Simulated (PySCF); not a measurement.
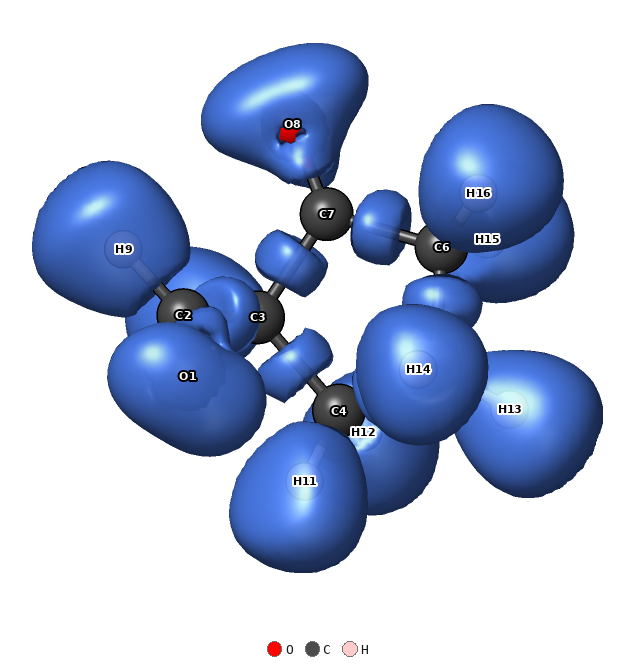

*C6H8O2. Isosurface of the ELF at 0.75 (blue), seen across its widest extent. Core shells and regions of very low density are left out.*

Geometry: GFN2-xTB.

The calculation used PySCF, KT2/pcSseg-1, SCF density, in a methanol solvent model, non-relativistic.

```xyz
16

O     1.9339    0.0620   -1.6872
C     1.9244    0.2676   -0.5084
C     0.9058   -0.2846    0.4599
C    -0.1017   -1.2245   -0.1969
C    -1.2138   -0.2944   -0.6868
C    -1.3130    0.7708    0.4015
C     0.0833    0.9128    0.9504
O     0.5039    1.7945    1.6445
H     2.6714    0.9185   -0.0190
H     1.4504   -0.7144    1.3039
H     0.3522   -1.7776   -1.0179
H    -0.4883   -1.9328    0.5368
H    -2.1536   -0.8207   -0.8423
H    -0.9154    0.1651   -1.6295
H    -1.9512    0.4365    1.2241
H    -1.6959    1.7302    0.0554
```

Q: Describe the localisation domains.

A: The surface consists of six regions between bonded C–C atoms (shared pairs), eight regions around hydrogen nuclei and two regions on O in which the atom's valence shell and bonds are merged.

Values along the shortest contacts:
C–O (1.20 Å): the ELF peaks at about 0.85 between the atoms; a short, multiple covalent bond. C–C (1.51 Å): the ELF peaks at about 0.95 between the atoms, as expected for a covalent bond.
